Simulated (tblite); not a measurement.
## Relaxed scan, with input and output: C4H11GaO

C4H11GaO, SMILES C[O+]1CC[CH2][GaH2-]1, computed with GFN2-xTB relaxed scan under a harmonic restraint, gas phase (tblite 0.8.0).

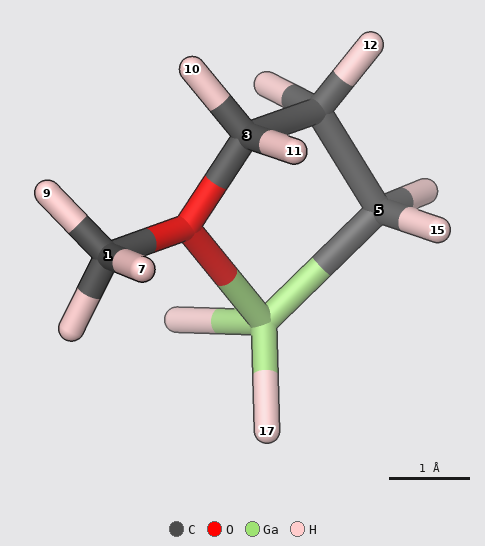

**Figure 1.** The structure as given in the input (stick view, seen at an oblique angle; atoms are numbered from 1 in the order of the input). Sticks mark near contacts. Bond lengths as drawn: C–C 1.52 to 1.54 Å, C–Ga 2.03 Å, C–H 1.09 to 1.10 Å, C–O 1.41 to 1.42 Å, Ga–H 1.56 to 1.57 Å and Ga–O 2.11 Å.

The input:
```
{"job": {"xc": "GFN2-xTB", "basis": "xTB", "coordinate": [["t", [5, 0, 2, 1], 0.3333333333333333], ["t", [0, 2, 5, 1], 0.3333333333333333], ["t", [2, 5, 0, 1], 0.3333333333333333]], "kind": "drive"}, "charge": 0, "multiplicity": 1}
C      2.194586     0.228977    -0.249335
O      0.840299     0.007574     0.079393
C     -0.008224     1.139419    -0.083059
C     -1.376371     0.756955     0.468072
C     -1.840969    -0.573896    -0.143851
Ga    -0.245356    -1.804764     0.134387
H      2.299166     0.566808    -1.285421
H      2.704727    -0.726123    -0.125147
H      2.635127     0.973627     0.422758
H      0.415481     1.991672     0.465741
H     -0.074446     1.400447    -1.147731
H     -2.079482     1.571710     0.270413
H     -1.283080     0.639075     1.552300
H     -2.787872    -0.862253     0.324797
H     -2.060735    -0.422102    -1.210000
H      0.196224    -2.301383     1.548393
H      0.463928    -2.573715    -1.031620
```

The first line tells a small driver script what to run in tblite; the rest is the geometry in Å.

Machine: 1 CPU thread, shared host.

Launch command:
```bash
OMP_NUM_THREADS=1 python <driver script> task.json out
```

Output:
```
point  coordinate     E/eV
  0      9.600     -528.46656
  1      6.500     -528.46343
  2      3.400     -528.46028
  3      0.400     -528.45453
  4     -2.800     -528.45026
  5     -5.900     -528.44243
  6     -9.000     -528.43314
  7    -12.100     -528.42271
```

Summary:

- outcome: converged
- wall time: 0.81 s
- peak memory: 0.19 GiB
